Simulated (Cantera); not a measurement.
Input: 1 mol Ta2O5, 0.62 mol CH4, 4.7 mol H2, 13 mol CO, at 100 Torr.

Method: chemical equilibrium by Gibbs-energy minimisation in Cantera with the NASA 1993 tables (ideal gas, pure condensed phases). Candidate condensed phases: C, C6H6, C7H8, C8H18, H2O, Ta, TaC, Ta2O5; 113 gas species. Mutual solubility and eutectic melting of coexisting phases are not modelled. TaC: taken at fixed stoichiometry. Condensed phases not in the tables: Ta2C, N, O or C dissolved in the metal. Equilibrium is a limit: real reactors are often held back by kinetics, nucleation or transport.

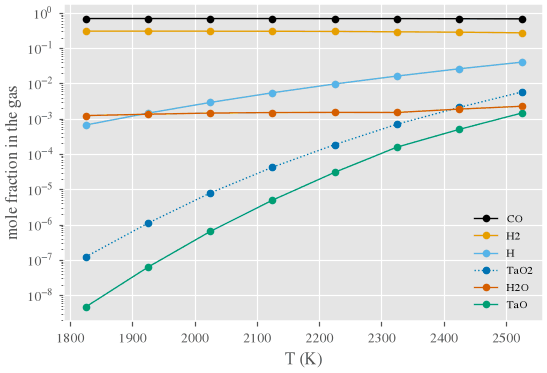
*Equilibrium gas composition (values under 1e-9 drawn at 1e-9)*

Problem. Read off the mole fractions at 2525 K.

Solution. CO about 0.68, H2 about 0.27, H about 0.040, TaO2 about 0.0057, H2O about 0.0023, TaO about 0.0014.
